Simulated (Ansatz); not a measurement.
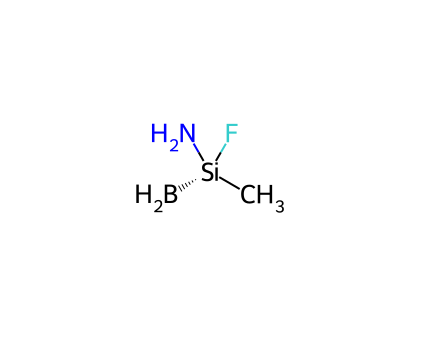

Source: calculation with Ansatz.

Skeletal drawing of a molecule.

Question: Write the SMILES.

Answer: B[Si@](C)(N)F

Question: What is the molecular formula?

Answer: CH7BFNSi.

Question: An optimisation with PBE0-D4/def2-TZVP gave a structure of which point group?

Answer: C1.
